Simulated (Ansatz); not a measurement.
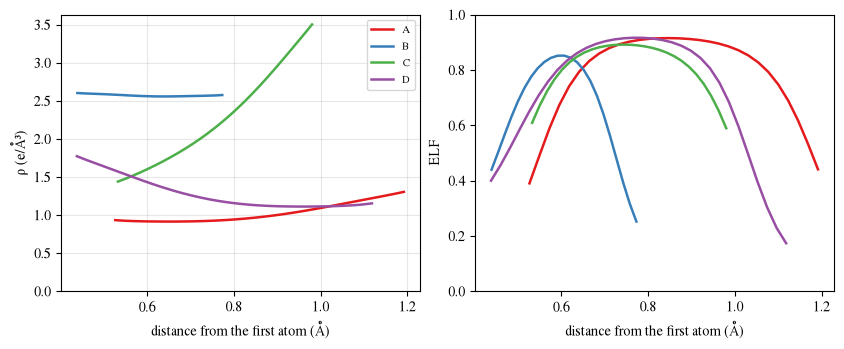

*C2H4BNSSi (SMILES C#CSB1N[SiH2]1). Total electron density and electron localisation function along straight lines between neighbouring atoms. The curves leave out the atomic cores.*

Theory: RKS PBE0/6-31G (Ansatz).

The calculation's input:

```
crystal:
  periodic: [false, false, false]
  atoms:
    - { symbol: C, position_ang: [-2.1319, 0.1176, 2.1011] }
    - { symbol: C, position_ang: [-1.2617, 0.8189, 1.6784] }
    - { symbol: S, position_ang: [0.0575, 1.7899, 1.067] }
    - { symbol: B, position_ang: [0.7546, 0.4112, -0.0473] }
    - { symbol: "N", position_ang: [0.95371, -0.31083, -1.3603] }
    - { symbol: Si, position_ang: [2.04597, -1.09189, -0.27431] }
    - { symbol: H, position_ang: [-2.9632, -0.4142, 2.4528] }
    - { symbol: H, position_ang: [0.05908, -0.92002, -1.44433] }
    - { symbol: H, position_ang: [3.40278, -0.54728, -0.27989] }
    - { symbol: H, position_ang: [1.5149, -2.22536, 0.45084] }
basis:
  gaussian: { orbitals: "6-31G" }
hamiltonian:
  xc: pbe0
relax:
  f_tol: 0.015
  max_steps: 40
output:
  orbitals: {}
```

Run with:

```sh
ansatz run input.yaml --threads 1 --pin off --max-ram 2048MiB --backend cpu --events-out ev --progress --plain --runs-dir out
```

The fields are those of the relaxed geometry.

Question: Which curve belongs to which contact (B–N, B–S, C–C and C–S)? The first atom named is at distance zero.

Answer: Curve A: B–S (1.83 Å): ρ is about 1 e/Å³ halfway; the ELF peaks at about 0.90 between the atoms; localised, covalent bonding. Curve B: C–C (1.21 Å): ρ is about 2.6 e/Å³ halfway; the ELF peaks at about 0.85 between the atoms: a multiple bond. Curve C: B–N (1.38 Å): the density is about 1.9 e/Å³ at the midpoint; the ELF peaks at about 0.90 between the atoms: a polar covalent bond. Curve D: C–S (1.75 Å): the density is about 1.1 e/Å³ at the midpoint; the ELF peaks at about 0.90 between the atoms: localised, covalent bonding.
